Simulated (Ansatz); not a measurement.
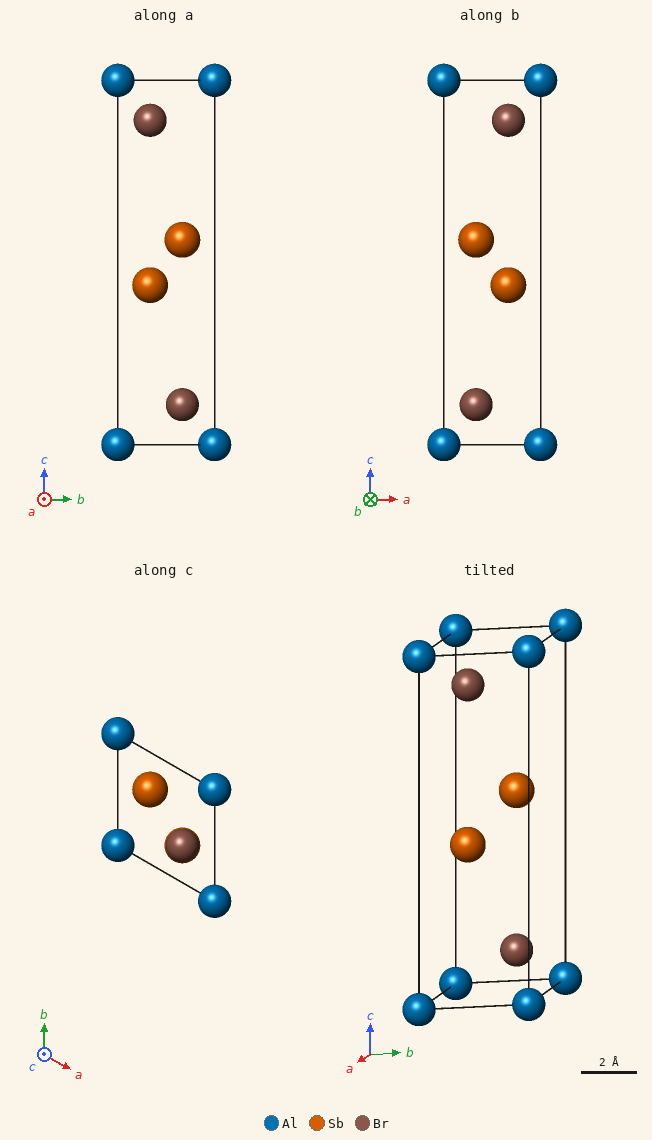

A spheres-only rendering, viewed along the a axis, along the b axis, along the c axis and slightly off an axis. The conventional unit cell is outlined; an atom on or near a face, edge or corner is repeated at each equivalent position.

Lattice parameters: a = 4.071 Å, b = 4.071 Å, c = 13.274 Å, α = 90.00°, β = 90.00°, γ = 120.00°. Put a along x and b in the xy plane.

### Set out the cell and atoms as a POSCAR file, with free fractional coordinates to two decimals.

```
Al Sb Br
1.0
     4.071    0.000    0.000
    -2.036    3.526    0.000
     0.000    0.000   13.274
Al Sb Br
1 2 2
Direct
  0.00 0.00 0.00
  0.3333 0.6667 0.56
  0.6667 0.3333 0.44
  0.3333 0.6667 0.11
  0.6667 0.3333 0.89
```

It goes back to a structure type filled with these elements by a generator (whether the compound takes this form wasn't checked). It was relaxed with DFT PBE, scalar-relativistic, plane waves, PAW (Ansatz 0.2.0).
